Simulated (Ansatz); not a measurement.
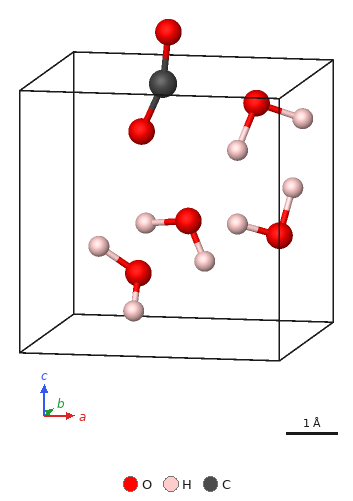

Starting frame of a dynamics run of a periodic cell with 4 H2O + 1 CO2 at 1.295 g/cm³. It starts from the last geometry of an earlier run, with fresh velocities. Style: ball-and-stick. Shown: the simulation cell, slightly off an axis.

All numbers below come from DFT PBE-D3(BJ), scalar-relativistic, plane waves, PAW (Ansatz).

Input file:
```yaml
accuracy: low
crystal:
  lattice:
    - [5.299086, 0.0, 0.0]
    - [0.0, 5.299086, 0.0]
    - [0.0, 0.0, 5.299086]
  atoms:
    - { symbol: O, position: [0.88821362, 0.51738707, 0.39328961] }
    - { symbol: H, position: [0.74098697, 0.44617084, 0.44366242] }
    - { symbol: H, position: [0.92895805, 0.56769324, 0.56954064] }
    - { symbol: O, position: [0.64703236, 0.98924841, 0.51979637] }
    - { symbol: H, position: [0.70972579, 0.98956761, 0.36807046] }
    - { symbol: H, position: [0.46532393, 1.07553105, 0.49326683] }
    - { symbol: O, position: [0.27676005, 0.84498002, 0.18330493] }
    - { symbol: H, position: [0.13541997, 0.79391576, 0.28905189] }
    - { symbol: H, position: [0.28031425, 0.7409684, 0.05463529] }
    - { symbol: O, position: [0.86154264, 0.21956704, 0.94186916] }
    - { symbol: H, position: [1.0250683, 0.28895988, 0.8774146] }
    - { symbol: H, position: [0.81321587, 0.10042377, 0.77799181] }
    - { symbol: C, position: [0.46757655, 0.38295133, 0.97941056] }
    - { symbol: O, position: [0.37415586, 0.4360515, 0.78678689] }
    - { symbol: O, position: [0.49868055, 0.3331739, 1.1846953] }
basis:
  ecutwfc: 420.0
kpoints:
  mp_grid: { grid: [1, 1, 1] }
hamiltonian:
  xc: pbe
  dispersion: d3bj
scf:
  occupations: { method: fermi_dirac, width: 0.02 }
  lower_state_search: "off"
md:
  timestep: 0.5
  n_steps: 400
  ensemble: nvt_langevin
  temperature: 1500.0
  initial_velocities: maxwell_boltzmann
  seed: 47755
  friction: 0.01
```

Command:
```bash
ansatz run input.yaml --threads 1 --pin off --max-ram 3072MiB --backend cpu --events-out ev --progress --plain --runs-dir out
```

### What does the trajectory do?

The mean temperature in the second half is 1533 K (standard deviation 276 K). The potential energy in the second half lies on average 22.3 meV per atom below the first frame. In the second half of the run the atoms are, in the root-mean-square, this far from where they began (common drift taken out): H 1.00 Å, O 0.66 Å, C 0.35 Å. The heavy atoms stay within a fraction of a molecule's size of their starting places; so short a run doesn't tell a liquid from a solid.

Along the run (each row but the first and the last is the mean over the interval that it begins):

```json
{"time (fs)": "0.0", "potential energy (meV/atom)": "0.0", "T (K)": "1400"}
{"time (fs)": "20.0", "potential energy (meV/atom)": "26.8", "T (K)": "1416"}
{"time (fs)": "40.0", "potential energy (meV/atom)": "30.8", "T (K)": "1508"}
{"time (fs)": "60.0", "potential energy (meV/atom)": "11.3", "T (K)": "1568"}
{"time (fs)": "80.0", "potential energy (meV/atom)": "8.1", "T (K)": "1539"}
{"time (fs)": "100.0", "potential energy (meV/atom)": "-25.6", "T (K)": "1607"}
{"time (fs)": "120.0", "potential energy (meV/atom)": "-31.5", "T (K)": "1852"}
{"time (fs)": "140.0", "potential energy (meV/atom)": "-22.7", "T (K)": "1578"}
{"time (fs)": "160.0", "potential energy (meV/atom)": "-13.2", "T (K)": "1195"}
{"time (fs)": "180.0", "potential energy (meV/atom)": "-18.1", "T (K)": "1428"}
{"time (fs)": "200.0", "potential energy (meV/atom)": "-39.2", "T (K)": "1708"}
```

The paths of the atoms:

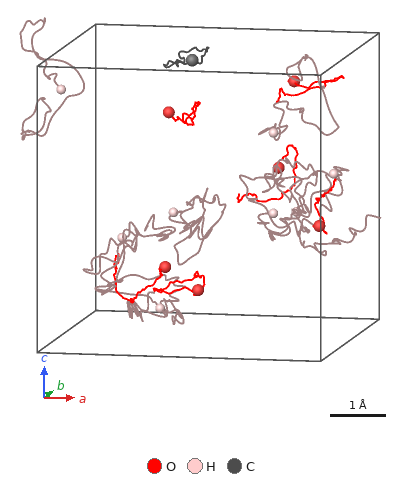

Limits of the set-up: the program's low-accuracy preset was used; the periodic images lie only 5.3 Å apart, so the values are limited by the cell's size.
